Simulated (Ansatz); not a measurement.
# GeH4Te: rigid scan of one bond length

How does the energy of GeH4Te change as one bond is stretched? Wanted for GeH4Te: a rigid scan of one bond length.

All numbers are computed with Ansatz 0.2.0, driven from Python. Level of theory: CAM-B3LYP/def2-TZVP.

**1. The system**

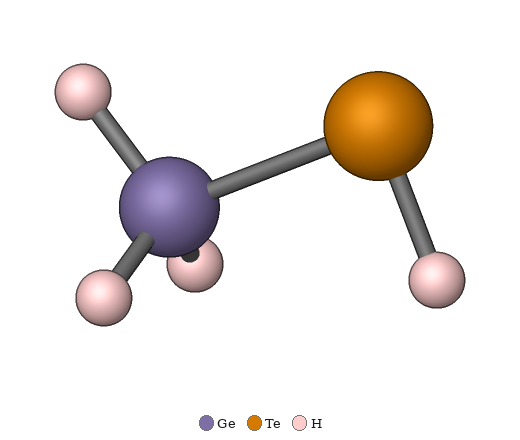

The starting structure, viewed from a chosen angle; germanium purple, tellurium orange, hydrogen pink.

The script holds or builds the structure itself.

**2. Script**

geh4te_scan.py

```python
import ansatz
import numpy as np

geometry_ang = [
    ('Ge', (-0.3104, -0.2824, -0.5047)),
    ('Te', (-0.0753, 0.9888, 1.7125)),
    ('H', (0.0729, -1.7063, -0.3722)),
    ('H', (-1.7771, -0.1973, -0.9384)),
    ('H', (0.4995, 0.4533, -1.6216)),
    ('H', (1.6325, 0.68, 1.6781)),
]
geometry = ansatz.Crystal.molecule()
for symbol, xyz in geometry_ang:
    geometry = geometry.atom(symbol, xyz)

symbols = [site.symbol for site in geometry.cartesian_sites]
start = np.array([site.position_ang for site in geometry.cartesian_sites])
axis = (start[5] - start[1]) / np.linalg.norm(start[5] - start[1])
moving = [5]
lengths, energies = [1.48, 1.6, 1.74, 1.91, 2.17, 2.6, 3.12, 3.82], []
for length in lengths:
    xyz = start.copy()
    xyz[moving] += (length - np.linalg.norm(start[5] - start[1])) * axis
    point = ansatz.Crystal.molecule()
    for symbol, place in zip(symbols, xyz):
        point = point.atom(symbol, place.tolist())
    setup = point.calculation().basis(gaussian='def2-TZVP').functional('CAM-B3LYP')
    rep = setup.run().report
    energies.append(rep['free_energy_ev'])
    print(f'r = {length:6.3f} A  E = {energies[-1]:.5f} eV  <S^2> = {abs(rep["mean_field"]["state"]["spin_squared"]):.3f}')

print('energy above the lowest point (eV):', [round(e - min(energies), 3) for e in energies])
```

**3. The input behind the calls**

The engine receives this input (first run):

```yaml
crystal:
  periodic: [false, false, false]
  atoms:
    - { symbol: Ge, position_ang: [-0.3104, -0.2824, -0.5047] }
    - { symbol: Te, position_ang: [-0.0753, 0.9888, 1.7125] }
    - { symbol: H, position_ang: [0.0729, -1.7063, -0.3722] }
    - { symbol: H, position_ang: [-1.7771, -0.1973, -0.9384] }
    - { symbol: H, position_ang: [0.4995, 0.4533, -1.6216] }
    - { symbol: H, position_ang: [1.380797285839088, 0.7255122368736912, 1.6831700160247893] }
basis:
  gaussian:
    orbitals: def2-TZVP
hamiltonian:
  xc: cam_b3lyp
```

**4. The run**

On the command line:

```bash
$ python geh4te_scan.py
```

What it wrote:

```text
r =  1.480 A  E = -63879.78107 eV  <S^2> = 0.000
r =  1.600 A  E = -63880.09478 eV  <S^2> = 0.000
r =  1.740 A  E = -63880.06470 eV  <S^2> = 0.000
r =  1.910 A  E = -63879.72116 eV  <S^2> = 0.000
r =  2.170 A  E = -63878.93883 eV  <S^2> = 0.000
r =  2.600 A  E = -63877.60865 eV  <S^2> = 0.000
r =  3.120 A  E = -63876.35389 eV  <S^2> = 0.000
r =  3.820 A  E = -63875.28504 eV  <S^2> = 0.000
energy above the lowest point (eV): [0.314, 0.0, 0.03, 0.374, 1.156, 2.486, 3.741, 4.81]
```

Run time: 35 s. Hardware: 1 thread of Arm Neoverse V2, shared host; peak memory 0.35 GiB.

**5. Inputs of later runs**

The engine's inputs for some of the other runs:

Run 2, against run 1:

```diff
@@ -9 +9 @@
-    - { symbol: H, position_ang: [1.380797285839088, 0.7255122368736912, 1.6831700160247893] }
+    - { symbol: H, position_ang: [1.4988592279341493, 0.7041645804039904, 1.6807919092159884] }
```

Run 4, against run 1:

```diff
@@ -9 +9 @@
-    - { symbol: H, position_ang: [1.380797285839088, 0.7255122368736912, 1.6831700160247893] }
+    - { symbol: H, position_ang: [1.8038525783463906, 0.6490164678572635, 1.6746484666265862] }
```

Run 5, against run 1:

```diff
@@ -9 +9 @@
-    - { symbol: H, position_ang: [1.380797285839088, 0.7255122368736912, 1.6831700160247893] }
+    - { symbol: H, position_ang: [2.05965345288569, 0.602763212172912, 1.6694959018741844] }
```

**6. Run by run**

One row for each of the 8 runs:

| run | distance (Å) | energy from run 2 (eV) | SCF cycles | CPU time (s) |
| --- | --- | --- | --- | --- |
| 1 | 1.48 | 0.3137 | 16 | 4 |
| 2 | 1.60 | 0.0000 | 16 | 4 |
| 3 | 1.74 | 0.0301 | 16 | 4 |
| 4 | 1.91 | 0.3736 | 16 | 4.1 |
| 5 | 2.17 | 1.1560 | 16 | 4.1 |
| 6 | 2.60 | 2.4861 | 18 | 4.3 |
| 7 | 3.12 | 3.7409 | 20 | 4.4 |
| 8 | 3.82 | 4.8097 | 26 | 5.5 |

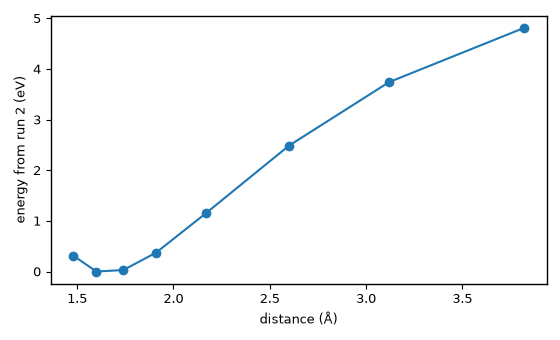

Energy against distance; lines join the points.

**7. Summary of results**

```
                  quantity     value
             runs compared         8
           range of energy  4.810 eV
lowest point, distance (Å)      1.60
```

In words: The curve has its lowest point inside the range, at 1.60. The ends stand 0.314 and 4.81 eV above it. The distance scanned is the script's pair 1, 5. What to keep in mind:
- The rest of the molecule is held rigid at a force-field or estimated start geometry, and the basis set is modest; single-reference methods fail as a bond breaks.
- def2 sets replace the cores of elements past krypton by effective core potentials.
- The orbitals are restricted, so S² is zero by construction.
- Toward dissociation an unrestricted state can lie under the restricted one, by tenths of an eV for polar bonds under a functional and by 1 to 2 eV or more for others.
